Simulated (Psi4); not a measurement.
**C2H3Al (ethynylalumane) at HF/STO-3G**

Aim: the energy change on altering one bond length of C2H3Al (ethynylalumane) at HF/STO-3G, from 2 runs. The job is set up through a Python script.

The results are computed with Psi4 1.11.

9 further runs of the same task are left out: 7 that didn't finish, 2 set aside as unsound or not needed. Runs told in other sessions of the task aren't counted.

**1. Starting point**

C2H3Al has 6 atoms, charge 0, and is taken as a singlet. SMILES: `C#[C][AlH2]`. The coordinates come from a PBE0-D4/def2-TZVP relaxation.

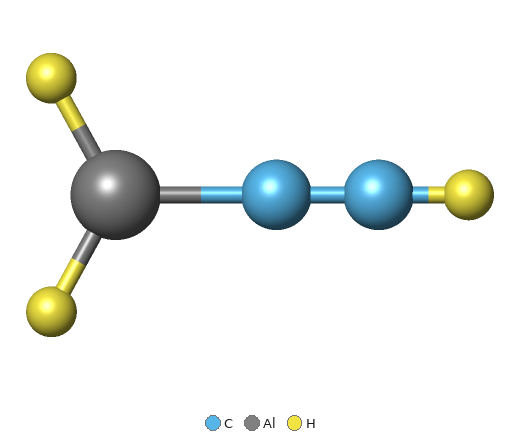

Viewed from a chosen angle; carbon blue, aluminium grey, hydrogen yellow.

**2. Energy and forces at HF/STO-3G**

File job.py:

```python
import psi4

psi4.set_memory('2200 MB')
psi4.set_num_threads(1)
psi4.core.set_output_file('c2h3al.out', False)

geom = psi4.geometry("""
0 1
C     -0.792800    -1.637600    -0.298100
C     -0.266100    -0.564200    -0.106200
Al     0.564800     1.124200     0.195000
H     -1.257000    -2.583100    -0.467400
H      1.356700     1.804700    -0.990500
H      0.436600     1.792000     1.621000
symmetry c1
no_reorient
no_com
""")

psi4.set_options(dict(puream=True, e_convergence=1e-09, d_convergence=1e-08, scf_type='pk'))

result, w = psi4.gradient('scf/STO-3G', return_wfn=True)
psi4.oeprop(w, 'QUADRUPOLE', 'LOWDIN_CHARGES', 'WIBERG_LOWDIN_INDICES', title='SCF')
print('gradient / Eh bohr^-1')
print(result.np.round(6))
print(f'energy = {w.energy():.10f} Eh')
```

Launch:

```bash
python job.py
```

c2h3al.out:

```text
[...]
  Running in c1 symmetry.
[...]
  Nuclear repulsion =   69.410462182866823
[...]
  Multiplicity = 1
[...]
  Nalpha       = 14
  Nbeta        = 14
[...]
    Number of basis functions: 22
[...]
   @RHF iter   1:  -315.46251962067612   -2.60987e+00   6.87622e-03 DIIS/ADIIS
[...]
   @RHF iter  10:  -315.48070467472883   -1.13687e-12   2.50411e-09 DIIS
[...]
    Orbital Energies [Eh]
    ---------------------
    Doubly Occupied:
       1A    -57.823570     2A    -10.939036     3A    -10.889953
       4A     -4.745622     5A     -2.974085     6A     -2.972823
       7A     -2.972687     8A     -0.902267     9A     -0.641681
      10A     -0.527181    11A     -0.392952    12A     -0.362213
      13A     -0.304682    14A     -0.295979
[...]
  @RHF Final Energy:  -315.48070467472883
   => Energetics <=
    Nuclear Repulsion Energy =             69.4104621828668229
    One-Electron Energy =                -576.2928736218033237
    Two-Electron Energy =                 191.4017067642077166
    Total Energy =                       -315.4807046747288268
[...]
  -Total Gradient:
     Atom            X                  Y                   Z
    ------   -----------------  -----------------  -----------------
       1       -0.039821534818    -0.081226687731    -0.014504132457
       2        0.031200242548     0.063747075045     0.011409813419
       3       -0.010766569321    -0.021923770683    -0.003940633552
       4       -0.000458537735    -0.000930599394    -0.000182696044
       5        0.023381645634     0.020346136883    -0.034600489107
       6       -0.003535246310     0.019987845879     0.041818137741
[...]
 Multipole Moments:
 ------------------------------------------------------------------------------------
     Multipole            Electronic (a.u.)      Nuclear  (a.u.)        Total (a.u.)
 ------------------------------------------------------------------------------------
 L = 1.  Multiply by 2.5417464519 to convert [e a0] to [Debye]
 Dipole X            :         -2.7496854            2.8823993            0.1327138
 Dipole Y            :         -4.2987976            4.5682239            0.2694263
 Dipole Z            :         -0.4666162            0.5145724            0.0479562
 Magnitude           :                                                    0.3041435
 L = 2.  Multiply by 1.3450342976 to convert [e a0^2] to [Debye ang]
 Quadrupole XX       :        -57.7359222           42.6897134          -15.0462088
 Quadrupole XY       :        -84.5067014           83.6437797           -0.8629217
[...]
```

Standard output:

```text
gradient / Eh bohr^-1
[[-0.039822 -0.081227 -0.014504]
 [ 0.0312    0.063747  0.01141 ]
 [-0.010767 -0.021924 -0.003941]
 [-0.000459 -0.000931 -0.000183]
 [ 0.023382  0.020346 -0.0346  ]
 [-0.003535  0.019988  0.041818]]
energy = -315.4807046747 Eh
```

It took 3.9 s on 1 thread of AMD EPYC 7R43 (Zen 3), shared host; peak memory 0.17 GiB.

**3. The distorted shape: a single-point energy at HF/STO-3G**

File run.py:

```python
import psi4

psi4.set_memory(2200000000)
psi4.set_num_threads(1)
psi4.core.set_output_file('c2h3al.out', False)

geom = psi4.geometry("""
0 1
C     -1.424834    -2.925668    -0.528378
C     -0.266100    -0.564200    -0.106200
Al     0.564800     1.124200     0.195000
H     -1.889034    -3.871168    -0.697678
H      1.356700     1.804700    -0.990500
H      0.436600     1.792000     1.621000
symmetry c1
no_reorient
no_com
""")

psi4.set_options({
    'basis': 'STO-3G',
    'reference': 'rhf',
    'puream': True,
    'e_convergence': 1e-09,
    'd_convergence': 1e-08,
    'scf_type': 'pk',
})

E, wfn = psi4.energy('scf', molecule=geom, return_wfn=True)
psi4.oeprop(wfn, 'MULLIKEN_CHARGES', 'QUADRUPOLE', 'MAYER_INDICES', title='SCF')
print('E =', round(E, 9))
```

Launch:

```bash
python run.py
```

c2h3al.out:

```text
[...]
  Running in c1 symmetry.
[...]
  Nuclear repulsion =   55.217807340470188
[...]
  Multiplicity = 1
[...]
  Nalpha       = 14
  Nbeta        = 14
[...]
    Number of basis functions: 22
[...]
   @RHF iter   1:  -314.78410328927669   -2.74144e+00   1.19352e-02 DIIS/ADIIS
[...]
   @RHF iter  14:  -314.89186700644240   -2.19416e-11   5.84758e-09 DIIS
[...]
    Orbital Energies [Eh]
    ---------------------
    Doubly Occupied:
       1A    -57.762400     2A    -10.938940     3A    -10.889003
       4A     -4.697684     5A     -2.925597     6A     -2.925135
       7A     -2.923895     8A     -0.750666     9A     -0.669293
      10A     -0.449833    11A     -0.342124    12A     -0.339724
      13A     -0.201425    14A     -0.079340
[...]
  @RHF Final Energy:  -314.89186700644240
   => Energetics <=
    Nuclear Repulsion Energy =             55.2178073404701877
    One-Electron Energy =                -548.4292283160539228
    Two-Electron Energy =                 178.3195539691413387
    Total Energy =                       -314.8918670064423964
[...]
 Multipole Moments:
 ------------------------------------------------------------------------------------
     Multipole            Electronic (a.u.)      Nuclear  (a.u.)        Total (a.u.)
 ------------------------------------------------------------------------------------
 L = 1.  Multiply by 2.5417464519 to convert [e a0] to [Debye]
 Dipole X            :          5.4546496           -5.4781989           -0.0235493
 Dipole Y            :         12.4214123          -12.4704463           -0.0490341
 Dipole Z            :          2.5227938           -2.5315640           -0.0087702
 Magnitude           :                                                    0.0550983
 L = 2.  Multiply by 1.3450342976 to convert [e a0^2] to [Debye ang]
 Quadrupole XX       :        -95.1372048           79.8220775          -15.3151273
 Quadrupole XY       :       -160.5994615          159.6632616           -0.9361999
[...]
  Mulliken Charges: (a.u.)
   Center  Symbol    Alpha    Beta     Spin     Total
       1     C     2.99919  2.99919  0.00000  0.00162
       2     C     3.08648  3.08648  0.00000 -0.17296
       3    AL     6.12300  6.12300  0.00000  0.75399
       4     H     0.51347  0.51347  0.00000 -0.02694
       5     H     0.63894  0.63894  0.00000 -0.27787
       6     H     0.63892  0.63892  0.00000 -0.27785
   Total alpha = 14.00000, Total beta = 14.00000, Total charge =  0.00000
  Mayer Bond Indices:
[...]
```

Standard output:

```text
E = -314.891867006
```

Wall time 4.5 s (1 thread of AMD EPYC 7R43 (Zen 3), shared host); peak memory 0.17 GiB.

**4. Summary of results**

Level: HF/STO-3G.

```
                                                         quantity          value
                                        first shape: total energy  -315.48070 Eh
                                       first shape: dipole moment         0.77 D
                                         first shape: HOMO energy       -8.05 eV
                                         first shape: LUMO energy        7.66 eV
                                       first shape: HOMO–LUMO gap       15.72 eV
                            first shape: largest force on an atom     4.711 eV/Å
                                    distorted shape: total energy  -314.89187 Eh
                                   distorted shape: dipole moment         0.14 D
                                     distorted shape: HOMO energy       -2.16 eV
                                     distorted shape: LUMO energy        3.23 eV
                                   distorted shape: HOMO–LUMO gap        5.39 eV
energy change with the C1–C2 bond stretched from 1.211 to 2.664 Å      16.023 eV
```

What this shows: One bond (distorted shape) is far stretched, which a spin-restricted single reference describes badly; a broken-symmetry solution may lie lower. With the C1–C2 bond stretched from 1.211 to 2.664 Å the energy rises by 16.02 eV (1546 kJ/mol). The first shape isn't relaxed at this level, so the change isn't measured from a minimum. A restricted reference can't describe the breaking bond well at this length. The minimal basis adds a large error of its own. The largest force (first shape) is 4.71 eV/Å: too large for a shape near rest; a basis without polarisation functions on a geometry from another level can give that.
